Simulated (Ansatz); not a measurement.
## Electronic structure of CH$_{5}$LiO$_{2}$Si in real space

```xyz
10

C     0.6807   -1.6963    1.4923
Li   -0.7468    1.2296   -1.1869
O    -0.9379    0.3141    0.1401
O    -2.0950   -1.9128    1.2544
Si   -0.9155   -0.7216    1.3741
H    -1.1322    0.0080    2.6647
H     0.6606   -2.3894    2.3379
H     0.8432   -2.2801    0.5812
H     1.5367   -1.0271    1.6227
H    -2.9964   -1.5922    1.1830
```

Geometry: B3LYP-D3(BJ)/6-311G**.

Theory: isolated molecule in a Gaussian basis; Kohn-Sham density functional theory, functional PBE0 (Ansatz).

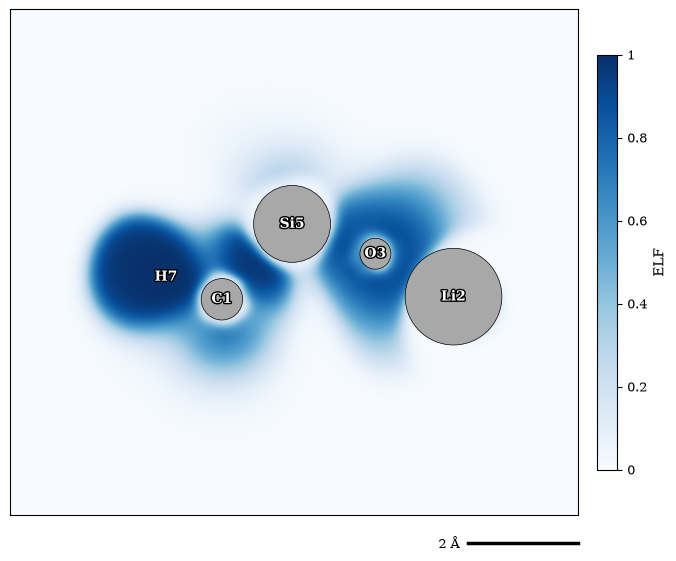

Figure 1. ELF on the plane of atoms Si5, C1 and H7. Grey discs cover the atomic cores.

Read the bonding off the picture.

The plane passes through C, Li, O, Si and H nuclei. Si–O (1.61 Å): the ELF peaks at about 0.85 between the atoms: a polar covalent bond. Li–O (1.62 Å): the ELF peaks at about 0.85 in the valence shell of O, 0.6 Å from its nucleus, and falls to about 0.35 next to Li (an ionic contact with no shared pair). C–Si (1.87 Å): the ELF peaks at about 0.95 between the atoms (a covalent bond). C–H (1.09 Å): the ELF climbs to about 1 towards the hydrogen, as it does in any bond to H (an ordinary covalent bond to hydrogen).

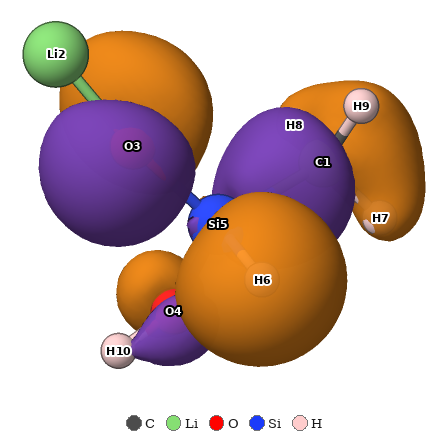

Figure 2. The HOMO at ±0.08 Å⁻³ᐟ² (orange and purple are the two phases), seen at a tilt.

What is the character of this orbital?

Its weight (Hirshfeld) is mainly on O3 (about 40 %), Si5 (about 15 %), H6 (about 15 %) and C1 (about 15 %). Its energy is −6.69 eV.

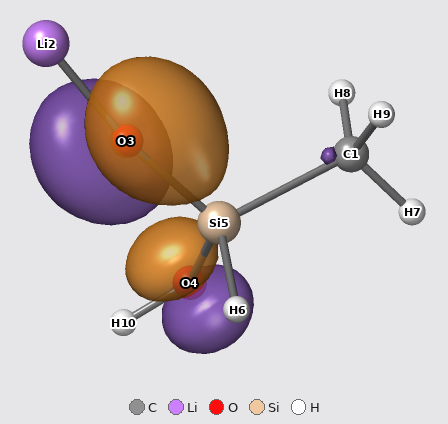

Figure 3. The HOMO−1 at ±0.15 Å⁻³ᐟ² (orange and purple are the two phases), seen at a tilt.

Describe this orbital and give its energy.

It lies mainly on O3 (about 65 %) and O4 (about 15 %); largely a lone pair of O3. Its energy is −7.22 eV.
